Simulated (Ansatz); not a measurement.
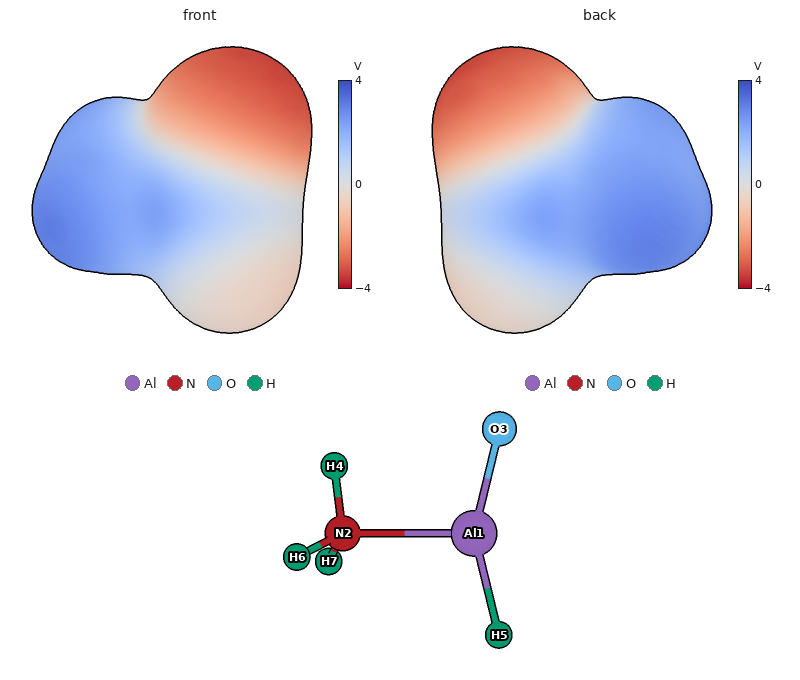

Figure 1: AlH₄NO. The electrostatic potential painted on the density surface at 0.002 e/bohr³, seen from the front and from behind; red is negative and blue positive. The bare structure is drawn below in the same view.

Level of theory: RKS B3LYP-D4/def2-SVP in Ansatz.

```yaml
atoms:
  - { symbol: Al, position_ang: [-1.1093, -0.2198, -0.4674] }
  - { symbol: N, position_ang: [0.7432, 0.2120, 0.3452] }
  - { symbol: O, position_ang: [-0.9073, -1.6864, -1.1261] }
  - { symbol: H, position_ang: [1.2268, -0.6508, 0.0676] }
  - { symbol: H, position_ang: [-2.0014, 1.0430, -0.1334] }
  - { symbol: H, position_ang: [0.7951, 0.2946, 1.3648] }
  - { symbol: H, position_ang: [1.2528, 1.0073, -0.0508] }
```

Question: Describe the electrostatic potential map.

Answer: The most negative region (about −3.4 V) lies over O3, the most positive (about +3.0 V) over H6 and H7. O3 is the likeliest acceptor of a hydrogen bond.
